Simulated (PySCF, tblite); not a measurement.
# C₇H₁₂OSi: geometry, infrared bands and NMR shifts

Wanted: the infrared bands and NMR shifts of C₇H₁₂OSi (`C=CC[Si@@H]1CC[C@H]1C=O`), by calculation.

Programs: tblite 0.8.0 and PySCF 2.14.0, with density-fitted response routines of our own. Each step states its level of theory. These are calculated values for one molecule in the gas phase, unless marked as measured. Atoms count from 0, in the outputs and in this text.

## Step 1: The starting structure

21 atoms, charge 0, multiplicity 1; geometry from: force field or distance geometry start.

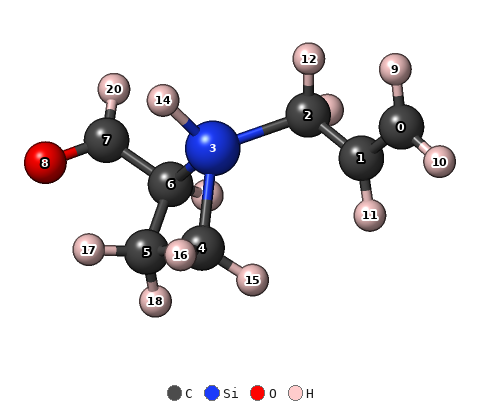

As it starts; carbon dark grey, silicon blue, oxygen red, hydrogen pink, atoms numbered.

## Step 2: Optimising the geometry with GFN2-xTB

Job settings and geometry (Å):

```
{"job": {"kind": "relax", "xc": "GFN2-xTB", "basis": "xTB"}, "charge": 0, "multiplicity": 1}
C      3.632500    -0.148100     0.369200
C      2.414600    -0.379200    -0.194500
C      1.445000     0.722900    -0.389600
Si    -0.167100     0.484600     0.490800
C     -0.667000    -1.287000     0.795400
C     -2.047100    -0.955300     0.278600
C     -1.676500     0.269800    -0.532200
C     -2.647500     1.365200    -0.308100
O     -3.586500     1.156900     0.455600
H      3.921300     0.847800     0.688900
H      4.303300    -1.001000     0.497100
H      2.199600    -1.391800    -0.463300
H      1.913000     1.638100     0.026700
H      1.312100     0.907700    -1.478400
H     -0.392800     1.397400     1.609000
H     -0.106600    -2.018700     0.177600
H     -0.584600    -1.498900     1.883400
H     -2.793600    -0.747900     1.077600
H     -2.423200    -1.752300    -0.398600
H     -1.523100     0.075600    -1.603300
H     -2.534600     2.331000    -0.827600
```

Launch:

```bash
OMP_NUM_THREADS=1 python probes_run.py task.json out
```

The driver reads the jobs from task.json and runs them one after another.

Standard output:

```text
step      E/eV     max force
  0    -729.02514    2.888
  1    -729.28585    2.328
  2    -729.40525    1.160
  3    -729.48738    0.779
  4    -729.57614    1.080
  5    -729.61042    0.485
  6    -729.63858    0.555
  7    -729.66465    0.357
  8    -729.67766    0.285
  9    -729.69220    0.304
 10    -729.70065    0.232
 11    -729.70602    0.154
 12    -729.71002    0.137
 13    -729.71421    0.125
 14    -729.71811    0.185
 15    -729.72167    0.170
 16    -729.72485    0.141
 17    -729.72770    0.102
 18    -729.73009    0.129
 19    -729.73207    0.146
 20    -729.73374    0.114
 21    -729.73505    0.085
 22    -729.73595    0.066
 23    -729.73664    0.082
 24    -729.73739    0.098
 25    -729.73839    0.099
 26    -729.73967    0.088
 27    -729.74105    0.085
 28    -729.74232    0.083
 29    -729.74355    0.082
 30    -729.74491    0.085
 31    -729.74637    0.094
 32    -729.74767    0.072
 33    -729.74859    0.056
 34    -729.74922    0.055
 35    -729.74977    0.050
 36    -729.75030    0.052
 37    -729.75079    0.048
 38    -729.75115    0.042
 39    -729.75141    0.037
 40    -729.75164    0.035
 41    -729.75192    0.049
 42    -729.75222    0.047
 43    -729.75251    0.035
 44    -729.75280    0.040
 45    -729.75311    0.059
 46    -729.75349    0.044
 47    -729.75389    0.046
 48    -729.75417    0.034
 49    -729.75435    0.033
 50    -729.75455    0.029
 51    -729.75482    0.047
 52    -729.75514    0.053
 53    -729.75545    0.043
 54    -729.75571    0.034
 55    -729.75598    0.049
 56    -729.75634    0.062
 57    -729.75675    0.062
 58    -729.75713    0.047
 59    -729.75740    0.039
 60    -729.75761    0.034
 61    -729.75781    0.041
 62    -729.75799    0.030
 63    -729.75815    0.024
 64    -729.75831    0.031
 65    -729.75854    0.041
 66    -729.75885    0.053
 67    -729.75923    0.058
 68    -729.75961    0.043
 69    -729.75994    0.047
 70    -729.76025    0.061
 71    -729.76059    0.048
 72    -729.76094    0.044
 73    -729.76125    0.041
 74    -729.76155    0.043
 75    -729.76189    0.045
 76    -729.76234    0.054
 77    -729.76290    0.067
 78    -729.76349    0.064
 79    -729.76427    0.071
 80    -729.76517    0.060
 81    -729.76574    0.060
 82    -729.76632    0.057
 83    -729.76674    0.055
 84    -729.76713    0.046
 85    -729.76758    0.059
 86    -729.76813    0.055
 87    -729.76900    0.085
 88    -729.76960    0.080
 89    -729.77024    0.050
 90    -729.77080    0.051
 91    -729.77151    0.065
 92    -729.77233    0.097
 93    -729.77313    0.080
 94    -729.77377    0.054
 95    -729.77421    0.082
 96    -729.77476    0.103
 97    -729.77549    0.090
 98    -729.77691    0.053
 99    -729.77726    0.043
100    -729.77749    0.037
101    -729.77774    0.035
102    -729.77795    0.030
103    -729.77834    0.038
104    -729.77859    0.036
105    -729.77885    0.036
106    -729.77908    0.026
107    -729.77930    0.028
108    -729.77947    0.039
109    -729.77967    0.033
110    -729.77996    0.047
111    -729.78049    0.057
112    -729.78139    0.072
113    -729.78251    0.085
114    -729.78365    0.117
115    -729.78465    0.074
116    -729.78546    0.066
117    -729.78610    0.060
118    -729.78686    0.064
119    -729.78753    0.063
120    -729.78827    0.070
121    -729.78891    0.065
122    -729.78961    0.053
123    -729.79016    0.076
124    -729.79086    0.058
125    -729.79154    0.070
126    -729.79216    0.051
127    -729.79267    0.051
128    -729.79317    0.054
129    -729.79371    0.060
130    -729.79436    0.047
131    -729.79499    0.043
132    -729.79534    0.054
133    -729.79573    0.048
134    -729.79604    0.048
135    -729.79634    0.039
136    -729.79664    0.038
137    -729.79697    0.039
138    -729.79735    0.047
139    -729.79779    0.054
140    -729.79831    0.057
141    -729.79897    0.053
142    -729.79972    0.051
143    -729.80040    0.042
144    -729.80094    0.053
145    -729.80154    0.050
146    -729.80207    0.056
147    -729.80242    0.058
148    -729.80292    0.041
149    -729.80336    0.038
150    -729.80380    0.047
151    -729.80420    0.057
152    -729.80462    0.054
153    -729.80508    0.048
154    -729.80548    0.035
155    -729.80576    0.042
156    -729.80602    0.046
157    -729.80626    0.036
158    -729.80647    0.032
159    -729.80661    0.039
160    -729.80684    0.047
161    -729.80709    0.044
162    -729.80736    0.033
163    -729.80758    0.031
164    -729.80778    0.031
165    -729.80797    0.040
166    -729.80816    0.031
167    -729.80833    0.036
168    -729.80849    0.036
169    -729.80866    0.033
170    -729.80883    0.028
171    -729.80896    0.021
172    -729.80904    0.014
173    -729.80909    0.017
174    -729.80913    0.017
175    -729.80917    0.012
176    -729.80920    0.012
177    -729.80922    0.012
178    -729.80924    0.012
179    -729.80925    0.014
180    -729.80927    0.012
181    -729.80929    0.009
```

It took 2.8 s on 1 thread of Arm Neoverse N1, shared host; peak memory 0.18 GiB.

Step by step: (not every step is listed)

```csv
step,energy from step 0 (eV),largest force (eV/Å)
0,0.0000,2.8880
1,-0.2607,2.3283
2,-0.3801,1.1597
3,-0.4622,0.7794
4,-0.5510,1.0795
5,-0.5853,0.4848
6,-0.6134,0.5551
7,-0.6395,0.3573
8,-0.6525,0.2854
24,-0.7123,0.0983
40,-0.7265,0.0352
56,-0.7312,0.0617
72,-0.7358,0.0438
88,-0.7445,0.0803
104,-0.7535,0.0363
120,-0.7631,0.0703
136,-0.7715,0.0382
152,-0.7795,0.0544
168,-0.7834,0.0363
176,-0.7841,0.0115
177,-0.7841,0.0117
178,-0.7841,0.0124
179,-0.7841,0.0141
180,-0.7841,0.0123
181,-0.7842,0.0095
```

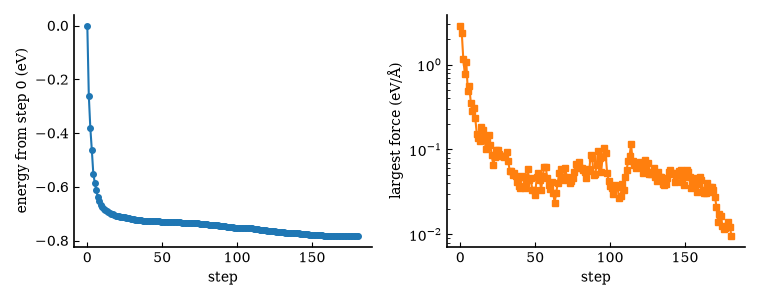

Energy and largest force along the relaxation.

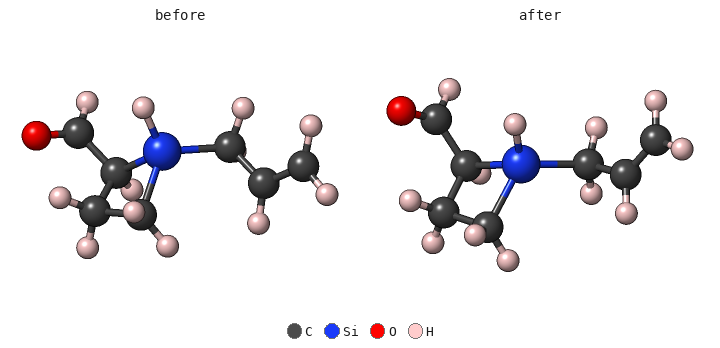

The geometry before (left) and after (right).

Distances of close pairs at the start and the end, largest changes first:

```csv
bond,before (Å),after (Å),change (Å)
Si3–C6,1.836,1.950,+0.114
C2–Si3,1.852,1.907,+0.055
Si3–C4,1.866,1.909,+0.043
C0–C1,1.362,1.320,-0.042
C4–C5,1.511,1.543,+0.032
C4–H16,1.112,1.087,-0.024
C5–H17,1.113,1.089,-0.024
C5–H18,1.111,1.089,-0.023
```

The final coordinates are the input of the step that follows.

## Step 3: Harmonic vibrations with GFN2-xTB

Job settings and geometry (Å):

```
{"job": {"kind": "ir", "xc": "GFN2-xTB", "basis": "xTB"}, "charge": 0, "multiplicity": 1}
C      3.638220     0.472633     0.557607
C      2.680772    -0.263894     0.024733
C      1.485260     0.280458    -0.674820
Si    -0.050939     0.103452     0.441629
C     -0.933430    -1.584812     0.563472
C     -2.250336    -0.963733     0.054061
C     -1.759979     0.402013    -0.447745
C     -2.438097     1.575320     0.103640
O     -3.130350     1.595033     1.092048
H      3.622303     1.548594     0.497828
H      4.479521     0.035939     1.067178
H      2.717335    -1.342057     0.102854
H      1.646963     1.330263    -0.919398
H      1.329786    -0.260134    -1.609600
H      0.107249     0.844442     1.694138
H     -0.553598    -2.343838    -0.119561
H     -1.019328    -2.046669     1.543737
H     -2.950771    -0.806224     0.872675
H     -2.743566    -1.552520    -0.717657
H     -1.670603     0.476045    -1.529135
H     -2.215333     2.516634    -0.443453
```

Standard output:

```text
mode    cm-1     km/mol
  1      35.3      1.43
  2      53.1      2.07
  3      68.0      2.32
  4      93.3      4.04
  5     106.1      1.27
  6     166.8      2.56
  7     209.8      3.02
  8     254.8      6.21
  9     271.3      3.13
 10     404.0      2.42
 11     463.5     14.18
 12     553.7     74.40
 13     592.0      6.02
 14     632.4     34.19
 15     636.9    151.85
 16     679.5     50.93
 17     708.2     40.74
 18     729.2      5.62
 19     785.8     32.60
 20     820.6    142.65
 21     885.2     49.83
 22     887.2      5.66
 23     897.3     17.56
 24     951.3     38.64
 25     955.4     15.85
 26    1015.7    120.55
 27    1020.0     21.53
 28    1031.8     21.08
 29    1049.4     21.58
 30    1091.7      3.46
 31    1128.4     74.66
 32    1173.6      6.94
 33    1176.3     60.67
 34    1205.0     19.55
 35    1214.3      5.94
 36    1272.9      2.98
 37    1298.3     10.20
 38    1315.3     36.63
 39    1391.3     25.28
 40    1410.5      8.77
 41    1451.7      2.86
 42    1459.6      2.06
 43    1482.3      2.72
 44    1712.0     45.21
 45    1741.7    466.07
 46    2271.0    278.48
 47    2711.4    184.73
 48    2970.5     25.80
 49    2985.6     20.69
 50    2989.0      6.65
 51    2991.2     23.08
 52    3005.7     70.35
 53    3013.4     11.32
 54    3021.2     34.73
 55    3060.7     40.00
 56    3100.5     22.97
 57    3129.6     49.52
```

Run time: 1.6 s. Hardware: 1 thread of Arm Neoverse N1, shared host; peak memory 0.18 GiB.

The strongest bands and the atoms that carry them (share of the mass-weighted mode):

```csv
cm⁻¹,km/mol,atoms
554,74.4,H14 81 %
637,151.8,"H14 37 %, Si3 16 %"
821,142.7,"Si3 31 %, C4 18 %, C2 13 %"
1016,120.5,"H19 24 %, C6 21 %, C4 16 %, C5 11 %"
1128,74.7,"C6 24 %, C5 19 %, H17 17 %, H19 11 %"
1742,466.1,"C7 61 %, O8 37 %"
2271,278.5,H14 97 %
2711,184.7,H20 94 %
```

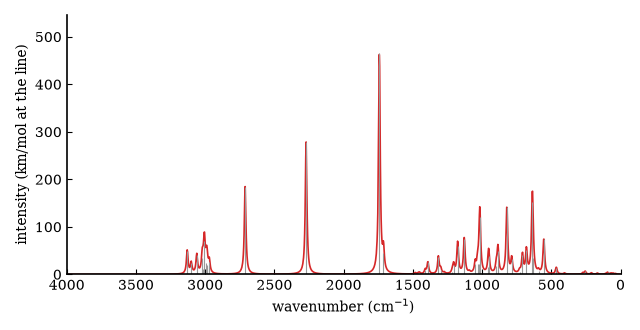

The infrared spectrum from these modes, unscaled. Lines are broadened to a width of 14 cm⁻¹ (Lorentzian).

## Step 4: NMR shieldings: PBE0/pcSseg-1

The job, as its differences from that of step 3:

```diff
@@ -1,2 +1,2 @@
-{"job": {"kind": "ir", "xc": "GFN2-xTB", "basis": "xTB"}, "charge": 0, "multiplicity": 1}
+{"job": {"kind": "nmr", "xc": "PBE0", "basis": "pcSseg-1"}, "charge": 0, "multiplicity": 1}
 C      3.638220     0.472633     0.557607
```

With the program's defaults for keys left out, this is: GIAO PBE0/pcSseg-1 NMR shielding, non-relativistic, gas phase.

Standard output:

```text
coarse grid: 17752 points
cycle   1  E = -637.8283210050  dE =  1.182e+00  |g| = 8.605e-01  |ddm| = 4.125e+00
cycle   2  E = -637.4156402613  dE =  4.127e-01  |g| = 1.671e+00  |ddm| = 2.741e+00
cycle   3  E = -637.9783875823  dE = -5.627e-01  |g| = 2.306e-01  |ddm| = 2.183e+00
cycle   4  E = -637.9898980925  dE = -1.151e-02  |g| = 6.890e-02  |ddm| = 2.477e-01
cycle   5  E = -637.9909302794  dE = -1.032e-03  |g| = 1.837e-02  |ddm| = 7.358e-02
cycle   6  E = -637.9910075184  dE = -7.724e-05  |g| = 5.844e-03  |ddm| = 2.126e-02
cycle   7  E = -637.9910157768  dE = -8.258e-06  |g| = 1.194e-03  |ddm| = 6.699e-03
final grid: 166056 points
cycle   8  E = -638.0555190368  dE = -2.762e-05  |g| = 1.348e-02  |ddm| = 3.280e-02
cycle   9  E = -638.0554407198  dE =  7.832e-05  |g| = 2.414e-02  |ddm| = 2.989e-02
cycle  10  E = -638.0555565429  dE = -1.158e-04  |g| = 3.207e-03  |ddm| = 2.117e-02
cycle  11  E = -638.0555587709  dE = -2.228e-06  |g| = 2.449e-04  |ddm| = 2.768e-03
cycle  12  E = -638.0555587797  dE = -8.794e-09  |g| = 1.532e-04  |ddm| = 3.727e-04
cycle  13  E = -638.0555587854  dE = -5.665e-09  |g| = 3.459e-05  |ddm| = 1.503e-04
cycle  14  E = -638.0555587856  dE = -2.256e-10  |g| = 1.600e-05  |ddm| = 4.144e-05
converged SCF energy = -638.0555587856

GIAO shielding tensors (ppm)
atom      isotropic    diamagn.    paramagn.     s11        s22        s33       span
  0 C       64.801     252.038    -187.237    -47.625     85.242    156.786    204.411
  1 C       48.038     257.241    -209.203    -74.825     54.278    164.662    239.487
  2 C      156.643     254.242     -97.599    138.466    152.974    178.490     40.024
  3 Si     343.234     881.666    -538.431    312.992    339.386    377.326     64.334
  4 C      177.844     254.917     -77.074    162.303    176.638    194.589     32.286
  5 C      171.428     252.394     -80.967    154.493    177.215    182.575     28.082
  6 C      133.686     259.746    -126.059     91.231    143.013    166.815     75.584
  7 C      -12.592     247.381    -259.974   -118.505    -18.159     98.887    217.392
  8 O     -283.477     398.190    -681.666   -834.570   -399.598    383.739   1218.309
  9 H       26.329      30.789      -4.461     22.686     25.676     30.625      7.939
 10 H       26.459      27.483      -1.023     23.317     25.490     30.571      7.254
 11 H       25.655      31.365      -5.710     23.164     24.537     29.264      6.100
 12 H       29.580      33.501      -3.921     26.118     28.912     33.710      7.592
 13 H       29.576      33.108      -3.532     26.187     28.555     33.986      7.799
 14 H       27.106      31.232      -4.126     24.120     26.696     30.502      6.382
 15 H       30.295      32.985      -2.690     27.065     28.233     35.586      8.521
 16 H       30.369      31.738      -1.369     25.801     28.009     37.296     11.495
 17 H       28.288      32.165      -3.877     24.489     26.762     33.613      9.124
 18 H       29.812      31.023      -1.211     25.231     27.080     37.124     11.892
 19 H       28.579      34.422      -5.843     25.633     27.895     32.210      6.577
 20 H       21.893      28.228      -6.336     19.741     19.995     25.943      6.203
```

Run time: 1.7 min. Hardware: 1 thread of Arm Neoverse N1, shared host; peak memory 0.99 GiB.

The references, computed at this level on geometries of the same kind, shield at (ppm): 1H TMS 31.72, 13C TMS 186.9, 29Si TMS 349.2, 17O H2O 336.1. Their shielding less the atom's gives the shift. The references are single molecules in the gas phase, so shifts against H2O, NH3, PH3, H3PO4 or CFCl3 are not on the usual liquid scales and can be off by tens of ppm.

```csv
atoms,environment,σ (ppm),δ (ppm),δ scaled to CDCl3
C7,aldehyde carbonyl carbon,-12.6,199.5,192.8
C1,alkene CH,48.0,138.9,133.6
C0,terminal =CH2 carbon,64.8,122.1,117.3
C6,"sp3 CH bonded to Si, α to a carbonyl",133.7,53.2,50.0
C2,allylic sp3 CH2 bonded to Si,156.6,30.3,27.6
C5,sp3 CH2 in a ring,171.4,15.5,13.2
C4,sp3 CH2 bonded to Si,177.8,9.1,6.9
H20,hydrogen on an aldehyde carbonyl carbon,21.89,9.82,9.37
H11,hydrogen on an alkene CH,25.66,6.06,5.82
H9,hydrogen on a terminal =CH2 carbon,26.33,5.39,5.19
H10,hydrogen on a terminal =CH2 carbon,26.46,5.26,5.06
H14,"hydrogen on a silicon bonded to 3 C, in a 4-membered ring",27.11,4.61,–
H17,hydrogen on an sp3 CH2 in a ring,28.29,3.43,3.34
H19,"hydrogen on an sp3 CH bonded to Si, α to a carbonyl",28.58,3.14,3.06
H13,hydrogen on an allylic sp3 CH2 bonded to Si,29.58,2.14,2.12
H12,hydrogen on an allylic sp3 CH2 bonded to Si,29.58,2.14,2.12
H18,hydrogen on an sp3 CH2 in a ring,29.81,1.91,1.90
H15,hydrogen on an sp3 CH2 bonded to Si,30.30,1.42,1.45
H16,hydrogen on an sp3 CH2 bonded to Si,30.37,1.35,1.38
Si3,"silicon bonded to 3 C, H, in a 4-membered ring",343.2,5.9,–
O8,aldehyde oxygen,-283.5,619.6,–
```

The scaled column applies a straight-line fit of computed shieldings to shifts measured in CDCl3 (root-mean-square error 0.16 ppm for H, 1.9 ppm for C).

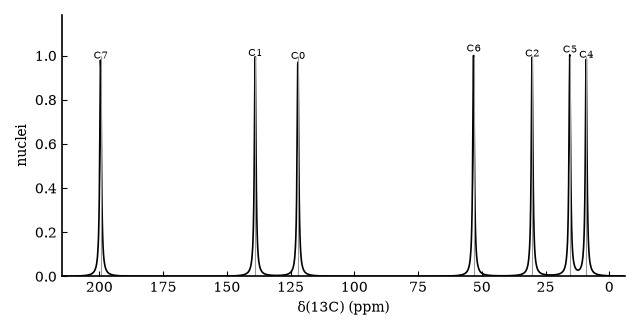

13C lines at the computed shifts, without couplings. Lines are broadened to a width of 0.76 ppm (Lorentzian).

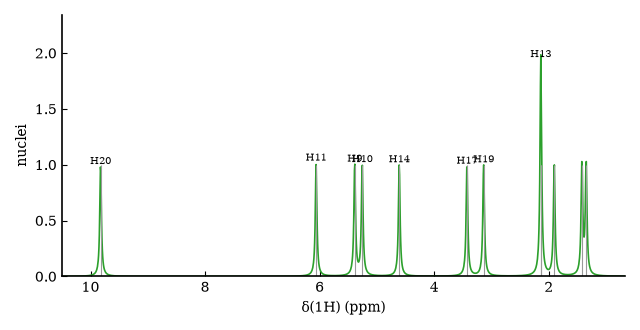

1H lines at the computed shifts, without couplings. Lines are broadened to a width of 0.03 ppm (Lorentzian).

Charges from the same density, by scheme (e):

```csv
atoms,Mulliken,IAO,Hirshfeld,ESP fit
C0,-0.15,-0.33,-0.11,-0.57
C1,-0.27,-0.13,-0.04,0.11
C2,-0.47,-0.54,-0.15,-0.58
Si3,0.84,0.92,0.40,0.52
C4,-0.52,-0.54,-0.16,-0.41
C5,-0.14,-0.26,-0.07,0.07
C6,-0.62,-0.43,-0.12,-0.19
C7,0.31,0.25,0.11,0.33
O8,-0.38,-0.43,-0.24,-0.45
```

Hirshfeld charges:

C0 -0.11; C1 -0.04; C2 -0.15; Si3 0.40; C4 -0.16; C5 -0.07; C6 -0.12; C7 0.11; O8 -0.24; H9 0.04; H10 0.05; H11 0.05; H12 0.05; H13 0.05; H14 -0.07; H15 0.04; H16 0.04; H17 0.04; H18 0.04; H19 0.04; H20 0.03

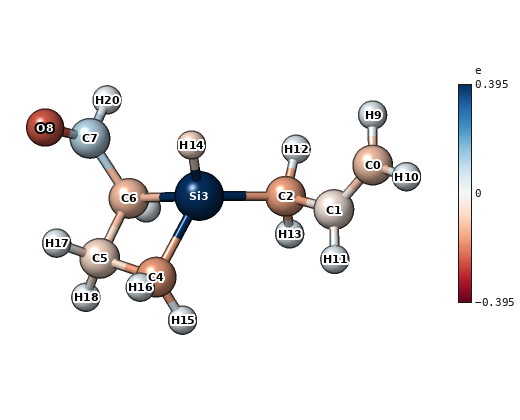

Hirshfeld charges, as colours on the atoms.

Mayer bond orders: C0–C1 1.97, C1–C2 1.04, C2–Si3 0.89, Si3–C4 0.96, C4–C5 1.01, C5–C6 0.97, C6–C7 1.02, C7–O8 1.97, C6–Si3 0.78.

Ring of atoms Si3, C4, C5, C6: NICS(0) -1.1, NICS(1) -0.9, NICS(1)zz 4.7 ppm (means of both faces).

The fields below are evaluated on a grid from the run's orbitals.

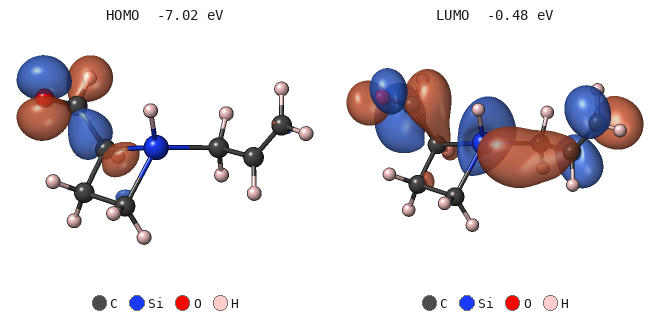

Frontier orbitals at PBE0/pcSseg-1; each surface holds 70 % of the orbital's density, blue and red mark the sign.

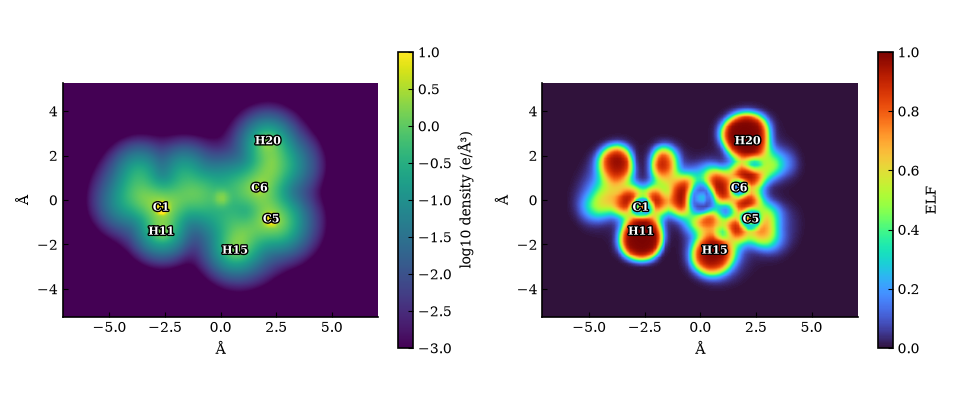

Density (left) and ELF (right) in a plane through or near 6 of the atoms.

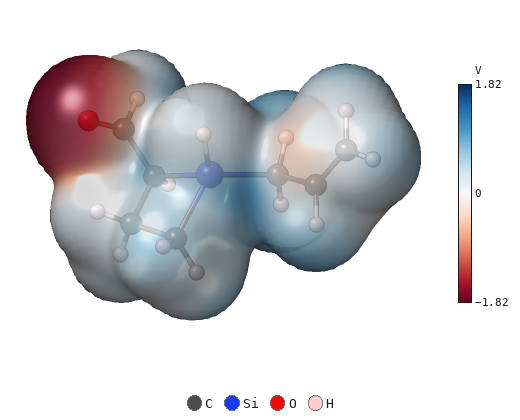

Electrostatic potential on the surface of density 0.002 e/bohr³; red is low, blue high. It runs from -1.82 V near O8 to 1.10 V near H12.

## Step 5: What came out

| quantity | value |
| --- | --- |
| strongest single infrared mode (GFN2-xTB) | 1742 cm⁻¹, 466 km/mol |
| zero-point energy (GFN2-xTB) | 105.4 kcal/mol |
| 13C shifts against TMS (PBE0/pcSseg-1) | 199.5, 138.9, 122.1, 53.2, 30.3, 15.5, 9.1 ppm |
| 1H shifts against TMS (PBE0/pcSseg-1) | 9.82, 6.06, 5.39, 5.26, 4.61, 3.43, 3.14, 2.14, 2.14, 1.91, 1.42, 1.35 ppm |
| 29Si shifts against TMS (PBE0/pcSseg-1) | 5.9 ppm |
| 17O shifts against H2O (PBE0/pcSseg-1) | 619.6 ppm |
| surface potential, least and greatest | -1.82 V and 1.10 V |

In words: Over 181 steps the energy fell by 0.784 eV; of the close pairs, Si3–C6 changed most, 1.836 to 1.950 Å. No mode is imaginary among the 57: a minimum at this level. The strongest single mode, at 1742 cm⁻¹, moves mainly C7 and O8. Unscaled tight-binding wavenumbers are off by several per cent, some by more. Its intensities can rank the bands wrongly. The most deshielded carbon is C7 (aldehyde carbonyl carbon), at 199.5 ppm: low-lying n→π* states of the double bond to the heteroatom give a large paramagnetic term (-260 ppm). The most deshielded hydrogen is H20 (hydrogen on an aldehyde carbonyl carbon), at 9.82 ppm: the C=O anisotropy and electron withdrawal place aldehyde protons far downfield. At PBE0/pcSseg-1: Shielding is most anisotropic at O8 (span 1218 ppm, paramagnetic term -682 ppm). By nearest atom (PBE0/pcSseg-1), the HOMO sits on O8 54 %; H20 13 % and the LUMO on C7 20 %; O8 14 %.
